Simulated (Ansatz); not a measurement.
# AlH3 (SMILES [AlH3]) at BCCD(T)/6-31G(d) (spherical functions)

Aim: the vertical electron affinity of AlH3 at BCCD(T)/6-31G* (spherical functions), from 2 runs. 

Program for the calculation: Ansatz 0.2.0.

74 further runs of the same task are left out: 3 that didn't finish, 71 set aside as unsound or not needed.

### Step 1. The system as given

AlH3: 4 atoms, total charge 0, spin state singlet. SMILES: `[AlH3]`. The coordinates come from a PBE0-D4/def2-TZVP relaxation.

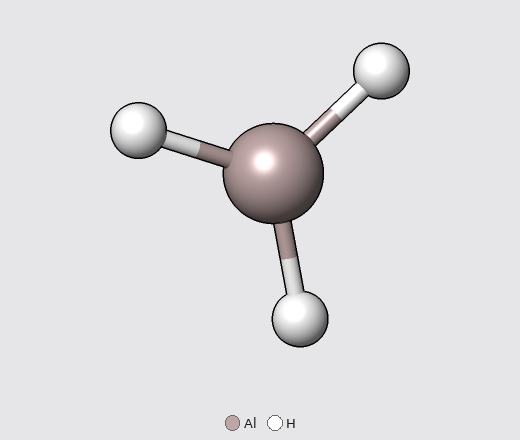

The structure, seen from a chosen angle (aluminium light grey, hydrogen white).

### Step 2. A single-point energy at BCCD(T)/6-31G(d) (spherical functions)

The input, run.yaml:

```yaml
basis:
  gaussian: {orbitals: 6-31G_st_-spherical.json}
crystal:
  periodic: [false, false, false]
  atoms:
    - symbol: Al
      position_ang: [0.013700, -0.014800, -0.005100]
    - symbol: H
      position_ang: [0.633200, 0.670900, 1.283600]
    - symbol: H
      position_ang: [-1.340800, -0.832000, 0.105100]
    - symbol: H
      position_ang: [0.749400, 0.115700, -1.403900]
correlation: {method: bccd_t, frozen_orbitals: {Al: 5, H: 0}}
accuracy: high
scf: {omitted_lower_state_checks: [cluster_reference, increment]}
```

The basis set 6-31G* is read from a file made from the Basis Set Exchange's data (not shown).

Run with:

```console
ansatz run run.yaml --threads 1 --pin off --max-ram 2610MiB --events-out events.jsonl --progress --plain --runs-dir runs
```

Log, cut to the lines that bear on the results:

```text
Warning: RAYON_NUM_THREADS=1 ignored (pool sized by the plan → 1); use --threads N
Functional definition: HF
  name "HF"
[...]
453 factors; integrals over basis functions are off by at most 3.6e-9 eV
[...]
mean field -6629.11479712 eV, -243.6154754186 hartree, gradient 1.3e-8 eV, S^2 0.000000; 0 other end points of the search recorded, 0 dependent functions left out
5 core orbitals not correlated: weight in the atoms' cores, before any rotation towards them, 1.000 or more for the frozen orbitals, at most 0.000 for the correlated occupied ones
reference -6629.11479712 eV, -243.6154754186 hartree; 3, 3 occupied and 16, 16 virtual orbitals, 453 factors
second order -1.43744380 eV of doubles, -0.00000000 eV of singles
cycle   1  -1.79199036 eV  change   -3.5e-1 eV  update   4.9e-2
[...]
cycle  17  -1.95003957 eV  change  -1.2e-10 eV  update  2.8e-10
perturbative correction -0.02777495 eV, -0.0010207107 hartree
Total energy: -6631.09261164 eV, -243.6881587617 hartree
Checks for a lower state left out: cluster_reference, increment
```

Wall time 0.2 s (1 thread of Arm Neoverse V2, shared host).

### Step 3. The doublet anion

The input, in.yaml:

```yaml
crystal:
  periodic: [false, false, false]
  atoms:
    - {symbol: Al, position_ang: [0.013700, -0.014800, -0.005100]}
    - {symbol: H, position_ang: [0.633200, 0.670900, 1.283600]}
    - {symbol: H, position_ang: [-1.340800, -0.832000, 0.105100]}
    - {symbol: H, position_ang: [0.749400, 0.115700, -1.403900]}
basis:
  gaussian: {orbitals: 6-31G_st_-spherical.json}
total_charge: -1
magnetization: {spin_polarized: true, initial_magnetization: 1}
correlation: {method: bccd_t, frozen_orbitals: {Al: 5, H: 0}}
accuracy: high
scf: {omitted_lower_state_checks: [cluster_reference, increment]}
```

The basis set 6-31G* is read from a file made from the Basis Set Exchange's data (not shown).

Run with:

```console
ansatz run in.yaml --threads 1 --pin off --max-ram 2610MiB --events-out events.jsonl --progress --plain --runs-dir runs
```

Log, cut to the lines that bear on the results:

```text
Warning: RAYON_NUM_THREADS=1 ignored (pool sized by the plan → 1); use --threads N
[... 2 set-up lines as earlier in the session ...]
[...]
453 factors; integrals over basis functions are off by at most 3.6e-9 eV
[...]
mean field -6628.48158396 eV, -243.5922052644 hartree, gradient 5.9e-8 eV, S^2 0.763930; 0 other end points of the search recorded, 0 dependent functions left out
5 core orbitals not correlated: weight in the atoms' cores, before any rotation towards them, 1.000 or more for the frozen orbitals, at most 0.000 for the correlated occupied ones
reference -6628.48158396 eV, -243.5922052644 hartree; 4, 3 occupied and 15, 16 virtual orbitals, 453 factors
second order -1.61871712 eV of doubles, -0.00000000 eV of singles
cycle   1  -2.01474981 eV  change   -4.0e-1 eV  update   5.6e-2
[...]
cycle  19  -2.19978150 eV  change  -5.9e-10 eV  update  6.7e-10
perturbative correction -0.04200528 eV, -0.0015436657 hartree
Total energy: -6630.72337074 eV, -243.6745894091 hartree
Checks for a lower state left out: cluster_reference, increment
```

It took 0.32 s on 1 thread of Arm Neoverse V2, shared host.

### Step 4. Outcome

Level: BCCD(T)/6-31G* (spherical functions), 5 core orbitals frozen.

| quantity | value |
| --- | --- |
| singlet AlH3: total energy | -243.68816 Eh |
| singlet AlH3: correlation energy (5 core orbitals frozen) | -72.7 mEh |
| singlet AlH3: (T) correction | -1.02 mEh |
| doublet anion: total energy | -243.67459 Eh |
| doublet anion: correlation energy (5 core orbitals frozen) | -82.4 mEh |
| doublet anion: (T) correction | -1.54 mEh |
| doublet anion: ⟨S²⟩ of the reference determinant | 0.764 |
| vertical electron affinity (to the doublet anion) | -0.369 eV |

The anion lies 0.37 eV (35.6 kJ/mol) above the neutral: the electron isn't bound at this level, and such a value depends on the basis. Without diffuse functions anions come out too high. The triples (singlet AlH3) make up 1.4 % of the correlation energy. The triples (doublet anion) make up 1.9 % of the correlation energy.
